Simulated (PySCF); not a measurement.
# What a change does: NMR shielding calculation on C6H4ClF

System: C6H4ClF (3-chloro-1-fluorobenzene), SMILES Fc1cccc(Cl)c1.
Method of run 1: GIAO PBE0/def2-SVP NMR shielding, non-relativistic, gas phase (PySCF 2.14.0).

The geometry comes from this level: PBE0-D3(BJ)/def2-SVP. Text and figures count atoms from 1; the logs count them from 0 in places.

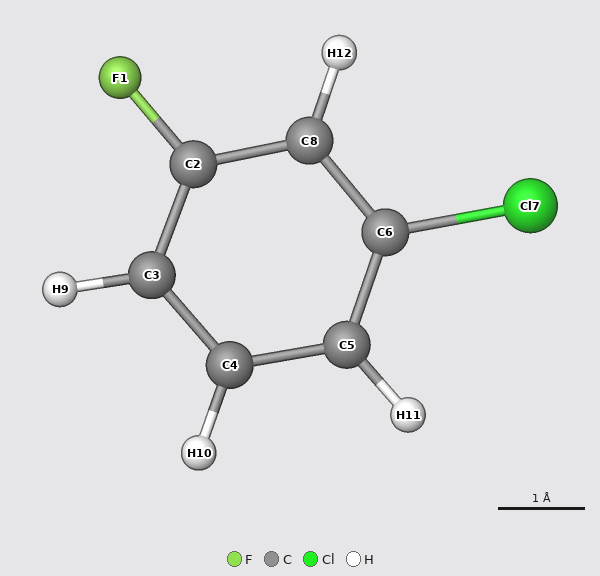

**Figure 1.** The input geometry (ball-and-stick view, seen on its broad side; atoms are numbered from 1 in the order of the input). Bond lengths as drawn: C–C 1.39 Å, C–Cl 1.73 Å, C–F 1.33 Å and C–H 1.09 Å.

The input, run 1:
```
{"job": {"kind": "nmr", "xc": "PBE0", "basis": "def2-SVP", "pop": true}, "charge": 0, "multiplicity": 1}
F     -0.660694     2.707816    -0.049768
C     -0.249605     1.443302    -0.055902
C     -1.193990     0.424392    -0.024041
C     -0.746878    -0.894798    -0.030892
C      0.613739    -1.192276    -0.068888
C      1.532749    -0.143598    -0.100115
Cl     3.226115    -0.496109    -0.147451
C      1.115652     1.186254    -0.094150
H     -2.254942     0.676530     0.005683
H     -1.473628    -1.709769    -0.006084
H      0.968153    -2.223514    -0.074360
H      1.830362     2.009046    -0.118338
```

The first line tells a small driver script what to run in PySCF; the rest is the geometry in Å.

Hardware: 1 CPU thread, shared host.

Output (run 1):
```
coarse grid: 11712 points
cycle   1  E = -790.0377088966  dE =  1.327e+00  |g| = 4.995e-01  |ddm| = 4.502e+00
cycle   2  E = -790.0059971074  dE =  3.171e-02  |g| = 6.528e-01  |ddm| = 1.137e+00
cycle   3  E = -790.0871510837  dE = -8.115e-02  |g| = 8.420e-02  |ddm| = 6.613e-01
cycle   4  E = -790.0887445738  dE = -1.593e-03  |g| = 3.705e-02  |ddm| = 1.434e-01
cycle   5  E = -790.0890991876  dE = -3.546e-04  |g| = 1.135e-02  |ddm| = 5.222e-02
cycle   6  E = -790.0891299663  dE = -3.078e-05  |g| = 2.602e-03  |ddm| = 1.620e-02
cycle   7  E = -790.0891314967  dE = -1.530e-06  |g| = 9.505e-04  |ddm| = 3.928e-03
final grid: 112088 points
cycle   8  E = -790.1805795589  dE = -2.058e-05  |g| = 6.553e-03  |ddm| = 3.480e-02
cycle   9  E = -790.1805729335  dE =  6.625e-06  |g| = 8.796e-03  |ddm| = 1.814e-02
cycle  10  E = -790.1805904766  dE = -1.754e-05  |g| = 9.435e-04  |ddm| = 1.033e-02
cycle  11  E = -790.1805906457  dE = -1.691e-07  |g| = 1.848e-04  |ddm| = 1.164e-03
cycle  12  E = -790.1805906520  dE = -6.273e-09  |g| = 8.023e-05  |ddm| = 3.367e-04
cycle  13  E = -790.1805906535  dE = -1.519e-09  |g| = 2.887e-05  |ddm| = 1.206e-04
cycle  14  E = -790.1805906537  dE = -2.283e-10  |g| = 5.944e-06  |ddm| = 4.436e-05
converged SCF energy = -790.1805906537

GIAO shielding tensors (ppm)
atom      isotropic    diamagn.    paramagn.     s11        s22        s33       span
  0 F      302.747     469.743    -166.996    227.142    292.501    388.599    161.457
  1 C       31.613     253.545    -221.931    -50.274     43.324    101.790    152.063
  2 C       82.254     253.621    -171.367      3.120     62.657    180.984    177.864
  3 C       65.206     253.497    -188.290    -33.155     43.827    184.948    218.103
  4 C       72.363     249.508    -177.145    -17.034     62.564    171.560    188.593
  5 C       52.179     261.700    -209.521    -34.618     53.476    137.679    172.296
  6 Cl     751.707    1144.619    -392.913    596.767    655.630   1002.723    405.956
  7 C       79.385     249.161    -169.777      7.768     66.969    163.417    155.650
  8 H       24.645      31.145      -6.500     21.383     25.165     27.388      6.005
  9 H       24.240      30.669      -6.428     20.890     24.852     26.979      6.089
 10 H       24.453      30.654      -6.200     20.307     23.990     29.063      8.756
 11 H       24.469      30.246      -5.777     20.114     24.201     29.091      8.977
```

For run 2 the input was changed thus:
```diff
-"basis": "def2-SVP"
+"basis": "cc-pVTZ"
```

Predict how the results change.

The total energy of run 2 is 325.9 kcal/mol lower, which measures the change of basis and not a stability. The LUMO goes from −0.72 to −0.81 eV. The dipole moment goes from 1.42 to 1.49 D. Of all shieldings, the largest change is that of Cl7, by −35.3 ppm. The number of SCF iterations is the same. The basis functions go from 136 to 300.

Output (run 2):
```
coarse grid: 11712 points
cycle   1  E = -790.6508835184  dE =  1.396e+00  |g| = 5.100e-01  |ddm| = 7.886e+00
cycle   2  E = -790.6222636811  dE =  2.862e-02  |g| = 6.643e-01  |ddm| = 2.039e+00
cycle   3  E = -790.6991067604  dE = -7.684e-02  |g| = 9.146e-02  |ddm| = 1.125e+00
cycle   4  E = -790.7007594291  dE = -1.653e-03  |g| = 4.619e-02  |ddm| = 2.004e-01
cycle   5  E = -790.7013006289  dE = -5.412e-04  |g| = 1.274e-02  |ddm| = 7.825e-02
cycle   6  E = -790.7013359230  dE = -3.529e-05  |g| = 3.037e-03  |ddm| = 2.199e-02
cycle   7  E = -790.7013376894  dE = -1.766e-06  |g| = 1.341e-03  |ddm| = 6.231e-03
final grid: 112088 points
cycle   8  E = -790.6999920617  dE = -6.887e-05  |g| = 7.462e-03  |ddm| = 1.303e-01
cycle   9  E = -790.6999821474  dE =  9.914e-06  |g| = 1.022e-02  |ddm| = 2.611e-02
cycle  10  E = -790.7000047806  dE = -2.263e-05  |g| = 1.264e-03  |ddm| = 1.528e-02
cycle  11  E = -790.7000050334  dE = -2.528e-07  |g| = 3.592e-04  |ddm| = 2.938e-03
cycle  12  E = -790.7000050571  dE = -2.367e-08  |g| = 1.654e-04  |ddm| = 6.747e-04
cycle  13  E = -790.7000050634  dE = -6.338e-09  |g| = 4.739e-05  |ddm| = 2.971e-04
cycle  14  E = -790.7000050639  dE = -5.211e-10  |g| = 1.032e-05  |ddm| = 9.248e-05
converged SCF energy = -790.7000050639

GIAO shielding tensors (ppm)
atom      isotropic    diamagn.    paramagn.     s11        s22        s33       span
  0 F      288.574     471.039    -182.465    208.862    289.704    367.156    158.294
  1 C       17.625     243.701    -226.076    -69.590     32.844     89.621    159.211
  2 C       70.417     253.294    -182.876    -13.395     54.097    170.551    183.946
  3 C       52.589     254.227    -201.639    -53.186     35.704    175.248    228.435
  4 C       58.924     251.431    -192.507    -36.656     53.435    159.993    196.648
  5 C       40.570     251.504    -210.933    -55.181     49.877    127.015    182.196
  6 Cl     716.444    1145.689    -429.245    543.151    602.591   1003.591    460.441
  7 C       66.808     251.882    -185.074     -9.074     57.955    151.544    160.618
  8 H       24.302      30.524      -6.222     21.289     24.387     27.230      5.941
  9 H       23.874      30.495      -6.621     20.631     24.113     26.880      6.249
 10 H       24.041      29.798      -5.757     20.216     23.049     28.857      8.641
 11 H       24.149      29.688      -5.538     20.300     23.063     29.085      8.785
```

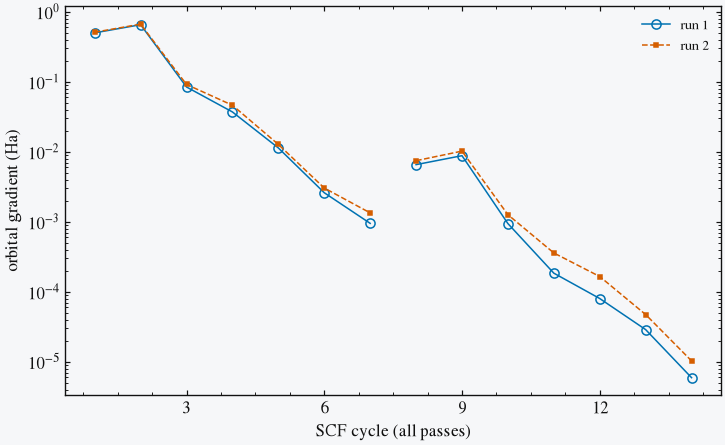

**Figure 2.** Convergence of the two runs: orbital gradient against the SCF cycle. A break in a curve parts two SCF passes (coarse and final grid). Run 1 takes 14 cycles in all, and run 2 takes 14.

The two runs side by side:

| quantity | run 1 | run 2 |
| --- | --- | --- |
| outcome | converged | converged |
| total energy (hartree) | −790.180591 | −790.700005 |
| HOMO (eV) | −7.23 | −7.26 |
| LUMO (eV) | −0.72 | −0.81 |
| dipole moment (D) | 1.42 | 1.49 |
| shielding of F1 (ppm) | 302.7 | 288.6 |
| shielding of C2 (ppm) | 31.6 | 17.6 |
| shielding of C3 (ppm) | 82.3 | 70.4 |
| shielding of C4 (ppm) | 65.2 | 52.6 |
| shielding of C5 (ppm) | 72.4 | 58.9 |
| shielding of Cl7 (ppm) | 751.7 | 716.4 |
| shielding of C8 (ppm) | 79.4 | 66.8 |
| SCF iterations | 14 | 14 |
| basis functions | 136 | 300 |
| wall time (shared host) | 18 s | 62 s |
